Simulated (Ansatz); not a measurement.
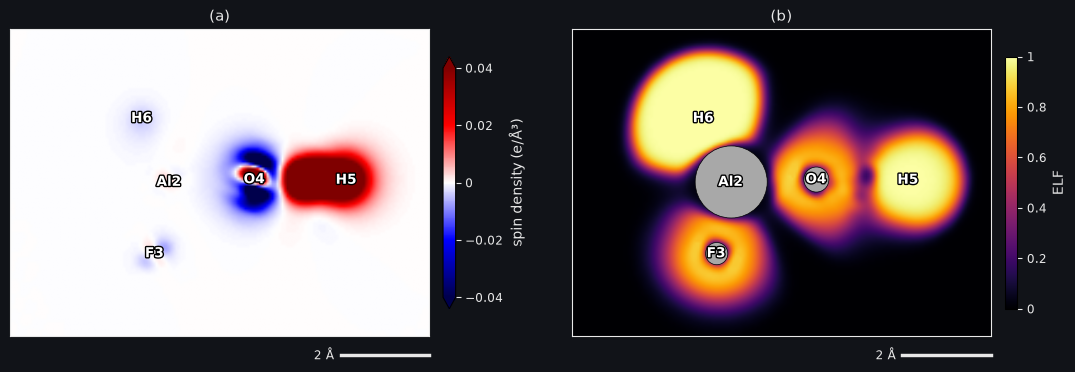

*CH₂AlFO (SMILES [CH]=[O+][AlH][F]) (charge +1, doublet). (a) spin density; (b) ELF on the plane of atoms F3, Al2 and O4. Grey discs cover the atomic cores in the ELF map.*

Geometry: PBE-D3(BJ)/def2-SVP.

Computed with Ansatz, isolated molecule in a Gaussian basis; Kohn-Sham density functional theory, functional PBE0.

```xyz
6

C    -0.1841   -1.0006    0.0105
Al    0.0869    0.0334   -2.8718
F     0.8516    1.4712   -2.6416
O    -0.3389   -0.5216   -1.0871
H    -0.9332   -0.9693    0.8535
H    -0.4357   -0.9798   -3.9305
```

> Describe what can be read from this map.

Atoms in the plane: Al, F, O and H.
Al–F (1.64 Å): the ELF peaks at about 0.85 in the valence shell of F, 0.6 Å from its nucleus, and is about 0.30 at the midpoint.
Al–O (1.92 Å): the ELF peaks at about 0.90 in the valence shell of O, 0.6 Å from its nucleus, and is about 0.45 at the midpoint.
Al–H (1.56 Å): the ELF climbs to about 1 towards the hydrogen.
The ELF also peaks beside F3, away from the bonds: non-bonding electrons, paired or unpaired.
The unpaired spin (1 electron) lies mostly on C1 (about 0.7), O4 (about 0.2) and H5 (about 0.1), in electrons by Hirshfeld's partition.
